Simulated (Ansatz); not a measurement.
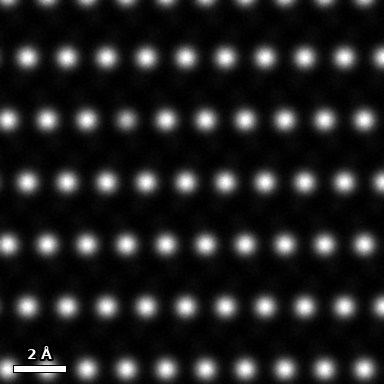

HAADF-like image of SnO$_{2}$ (P4_2/mnm, No. 136) along [201]. Simulation: incoherent imaging, intensity Z^1.8 per atom, probe width 0.61 Å, thin sample. The probe carries 15 % of its weight in a tail 2.5 times as wide. Shot noise was added.

The sample is 2 repeats (20.4 Å) thick. One point defect was put into the perfect crystal, without relaxing the atoms around it. Brightness is counted from the darkest point of the image. Host structure: the geometry relaxed with Ansatz 0.2.0, DFT PBE, scalar-relativistic, plane waves, PAW.

Where is the defect (in Å from the left and the top edge), and what does its contrast suggest?

Answer. At about 5 Å from the left and 5 Å from the top. The column is dimmer, which points to a vacancy or a lighter atom. The column holds 2 atoms (Sn) through the sample, and one Sn atom is replaced by Ge, so its peak drops to about 70 % of that of its equals.
